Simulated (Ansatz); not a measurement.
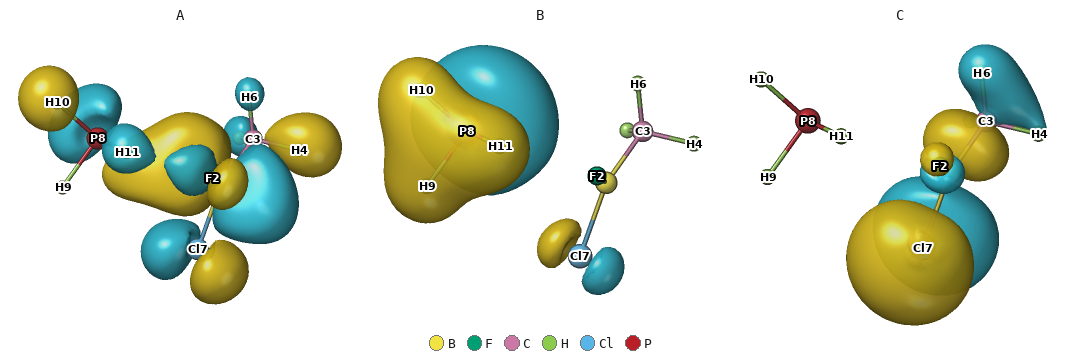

The picture shows: CH₃BClF···PH₃. Three frontier orbitals at ±0.08 Å⁻³ᐟ² (yellow and cyan are the two phases), in no order.

The calculation used Ansatz, RKS B3LYP-D4/def2-SVP.

Input

```
crystal:
  periodic: [false, false, false]
  atoms:
    - { symbol: B, position_ang: [0.0, 0.0, 0.0] }
    - { symbol: F, position_ang: [0.0, 0.0, 1.67] }
    - { symbol: C, position_ang: [1.3856, 0.0, -0.8] }
    - { symbol: H, position_ang: [1.7152, -1.0462, -0.9702] }
    - { symbol: H, position_ang: [1.2491, 0.508, -1.7774] }
    - { symbol: H, position_ang: [2.1552, 0.5381, -0.2082] }
    - { symbol: Cl, position_ang: [-1.6108, 0.0, -0.93] }
    - { symbol: P, position_ang: [-0.2764, 2.079, 0.6969] }
    - { symbol: H, position_ang: [-1.5961, 2.5082, 0.396] }
    - { symbol: H, position_ang: [-0.0678, 2.1402, 2.1001] }
    - { symbol: H, position_ang: [-0.1407, 1.058, 1.6663] }
basis:
  gaussian: { orbitals: def2-SVP }
hamiltonian:
  xc: b3lyp
  dispersion: d4
relax:
  f_tol: 0.15
  max_steps: 25
  restrain:
    - { distance: [0, 7], at: 3.11, k: 30.0 }
    - { distance: [10, 1], at: 2.12, k: 30.0 }
    - { distance: [0, 1], at: 1.32, k: 30.0 }
    - { distance: [10, 7], at: 1.42, k: 30.0 }
output:
  orbitals: {}
```

Launched as:

```sh
ansatz run input.yaml --threads 4 --pin off --max-ram 5120MiB --backend cpu --events-out ev --progress --plain --runs-dir out
```

The fields are those of the run's last geometry, not of the input's.

Order the three orbitals by energy and name them.

C is the HOMO−1 (−8.61 eV). It lies mainly on Cl7 (about 80 %), C3 (about 5 %) and B1 (about 5 %); largely a lone pair of Cl7. B is the HOMO (−7.50 eV). It lies mainly on P8 (about 75 %), H11 (about 5 %) and H10 (about 5 %); largely a lone pair of P8. A is the LUMO (−0.65 eV). By Hirshfeld shares it lies mainly on B1 (about 40 %), Cl7 (about 15 %), P8 (about 10 %), F2 (about 10 %) and C3 (about 10 %).

What is the HOMO–LUMO gap?

6.85 eV between the orbital energies.
